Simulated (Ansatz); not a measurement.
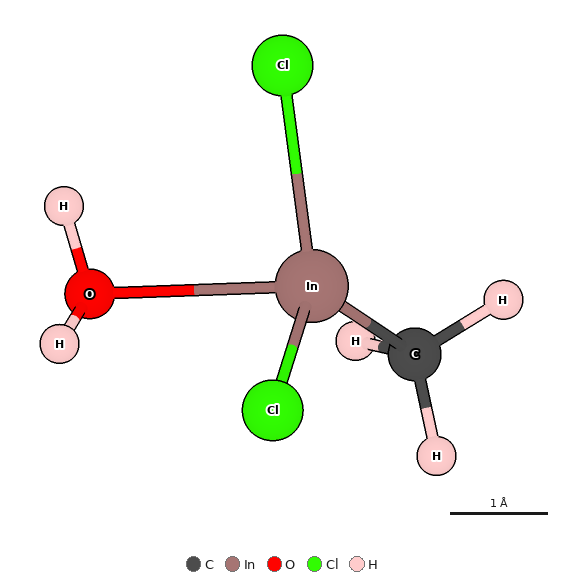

**Figure 1.** The structure as given in the input (ball-and-stick view, seen at a tilt). Sticks mark near contacts. Bond lengths as drawn: Cl–In 2.36 Å, C–H 1.09 Å, C–In 2.13 Å, H–O 0.97 Å and In–O 2.34 Å.

## Single-point calculation of CH₅Cl₂InO

The run: single-point calculation of CH₅Cl₂InO. Method and program: RKS r2SCAN-D4/def2-TZVPP (Ansatz 0.2.0).

The geometry comes from this level: PBE0-D4/def2-TZVP. Figures and captions count atoms from 1; the log counts them from 0 in places.

Log:
```
Functional definition: r2SCAN
  name "r2SCAN"
  cite "Furness, Kaplan, Ning, Perdew & Sun, J. Phys. Chem. Lett. 11, 8208 (2020) doi:10.1021/acs.jpclett.0c02405"
  cite "Furness, Kaplan, Ning, Perdew & Sun, J. Phys. Chem. Lett. 11, 9248 (2020) doi:10.1021/acs.jpclett.0c03077"
  parent r2scan
  parameter k0 = 0.174
  parameter k1 = 0.065
  parameter a1 = 4.9479
  exchange = r2scan_x(k0 = k0, k1 = k1, a1 = a1)
  correlation = r2scan_c
1602 factors; their error is unknown
mean field evaluation 1: about -33376.4541 eV, gradient 8.1e1 eV
mean field evaluation 2: about -33354.5839 eV, gradient 1.2e2 eV
mean field evaluation 4: about -33389.3981 eV, gradient 7.7e0 eV
mean field evaluation 8: about -33389.5195 eV, gradient 2.3e-1 eV
mean field evaluation 16: about -33389.4907 eV, gradient 4.5e-4 eV
mean field -33389.49073006 eV, -1227.0411521199 hartree, gradient 5.9e-5 eV, S^2 0.000000; 0 other end points of the search recorded, 0 dependent functions left out
the calculation of the forces begins
reference -33389.49074924 eV, -1227.0411528248 hartree; 37, 37 occupied and 229, 229 virtual orbitals, 1602 factors
Total energy: -33389.55043570 eV, -1227.0433462618 hartree
Atom 0 at    -1.776920    -0.407296     0.470924 Å, force    -0.076226    -0.041251     0.038344 eV/Å
Atom 1 at    -0.082463     0.475740    -0.459985 Å, force     0.009011    -0.020669     0.018677 eV/Å
Atom 2 at     1.903046    -0.465965     0.343037 Å, force    -0.072084    -0.056635     0.058120 eV/Å
Atom 3 at     0.679557    -0.104743    -2.617596 Å, force     0.022190    -0.021092    -0.069821 eV/Å
Atom 4 at     0.814478     2.561376     0.189124 Å, force     0.026409     0.067190     0.024156 eV/Å
Atom 5 at    -2.550257     0.347842     0.605573 Å, force     0.023852    -0.015962    -0.005037 eV/Å
Atom 6 at    -1.480345    -0.796191     1.444791 Å, force    -0.000489     0.011915    -0.021692 eV/Å
Atom 7 at    -2.154643    -1.217297    -0.150813 Å, force     0.013611     0.021449     0.012859 eV/Å
Atom 8 at     2.339869    -0.756539    -0.469442 Å, force     0.026660     0.028691    -0.026758 eV/Å
Atom 9 at     2.390678     0.311972     0.647287 Å, force     0.027066     0.026364    -0.028849 eV/Å
Dipole moment:     0.068474    -0.488464     0.460808 e Å
```

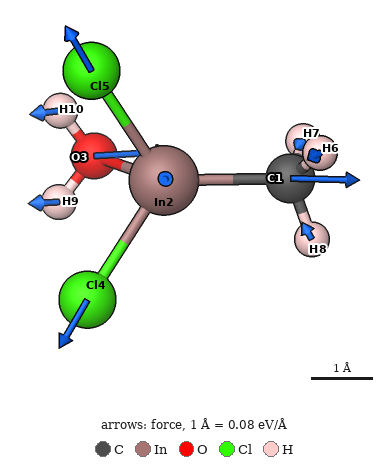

**Figure 2.** Forces on the atoms as blue arrows (ball-and-stick view, seen at a tilt; atoms are numbered from 1 in the order of the input). The largest act on O3 (0.11 eV/Å); C1 (0.09 eV/Å); Cl4, Cl5 (0.08 eV/Å); H9, H10 (0.05 eV/Å). The geometry is not a stationary point of this energy.

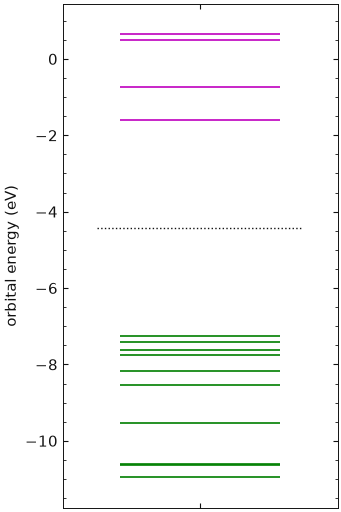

**Figure 3.** Orbital energies near the frontier; the dotted line parts filled from empty levels, and levels within 0.02 eV of each other stand side by side. Highest filled −7.26 eV, lowest empty −1.60 eV, 5.66 eV apart.

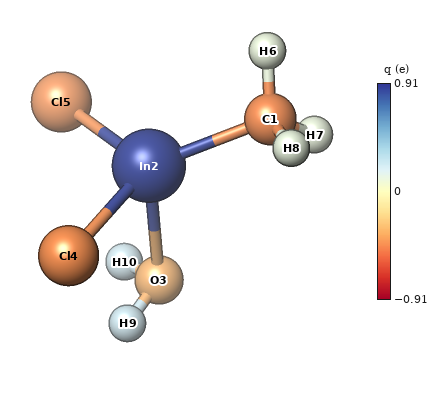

**Figure 4.** Mulliken charges, as the colour of each atom (ball-and-stick view, seen at a tilt; atoms are numbered from 1 in the order of the input). By element: C −0.45, In +0.87, O −0.35, Cl −0.44 and H +0.10 to +0.25 e.

The run was set up as follows.

Input file:
```yaml
crystal:
  periodic: [false, false, false]
  atoms:
    - {symbol: C, position_ang: [-1.776920, -0.407296, 0.470924]}
    - {symbol: In, position_ang: [-0.082463, 0.475740, -0.459985]}
    - {symbol: O, position_ang: [1.903046, -0.465965, 0.343037]}
    - {symbol: Cl, position_ang: [0.679557, -0.104743, -2.617596]}
    - {symbol: Cl, position_ang: [0.814478, 2.561376, 0.189124]}
    - {symbol: H, position_ang: [-2.550257, 0.347842, 0.605573]}
    - {symbol: H, position_ang: [-1.480345, -0.796191, 1.444791]}
    - {symbol: H, position_ang: [-2.154643, -1.217297, -0.150813]}
    - {symbol: H, position_ang: [2.339869, -0.756539, -0.469442]}
    - {symbol: H, position_ang: [2.390678, 0.311972, 0.647287]}
basis:
  gaussian: {orbitals: def2-TZVPP}
hamiltonian: {xc: r2scan, dispersion: d4}
output: {forces: true, orbitals: {seedname: orbitals}}
```

Launched with:
```bash
ansatz run in.yaml --threads 4 --pin off --events-out ev --progress --plain --max-ram 10444MiB
```

Results in brief:

```tsv
quantity	value
outcome	converged
total energy	−33389.5504 eV
mean-field energy	−33389.4907 eV
dispersion energy	−0.0597 eV
SCF solution under orbital rotations	stable
HOMO	−7.26 eV
LUMO	−1.60 eV
largest force (length of the vector)	0.109 eV/Å
dipole moment	3.24 D
hardware	4 threads of Intel Xeon @ 2.50GHz, 180 GiB of memory available, shared host
wall time	27 s (CPU time 41 s)
peak memory	0.43 GiB
```
